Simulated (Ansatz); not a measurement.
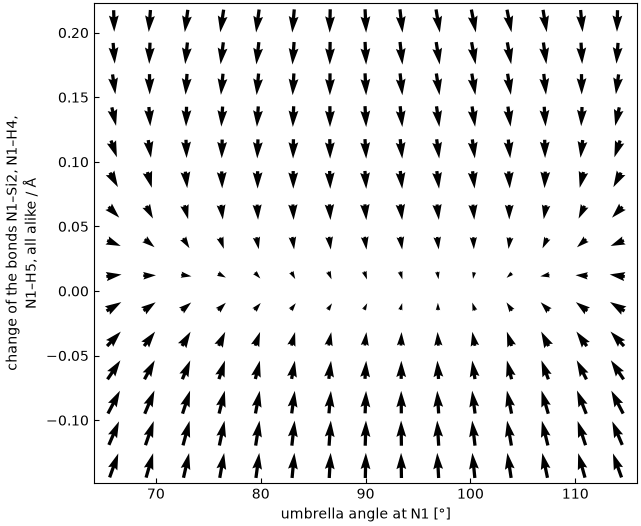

ClH₄NSi, SMILES N[SiH2]Cl. Coordinates scanned: (1) umbrella angle at N1 (between each of its bonds and their common axis; 90 is planar); (2) change of the bonds N1–Si2, N1–H4, N1–H5, all alike. Nothing is relaxed (all other coordinates rigid). The grid has 15 × 15 points. Points are written as (first, second). Level of theory: RHF/def2-TZVP in Ansatz.

Drawn: arrows along the force (downhill), their lengths compressed.

The arrows alone are given. Where is the energy lowest?

The arrows converge at about (98°, 0.000 Å) (read from the interpolated surface).

The energy map of the same scan:

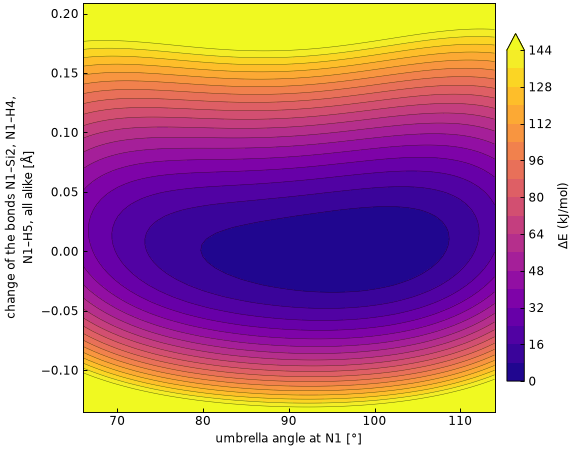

Energies are in kJ/mol, from the relaxed molecule at the same level; between grid points the surface is interpolated.
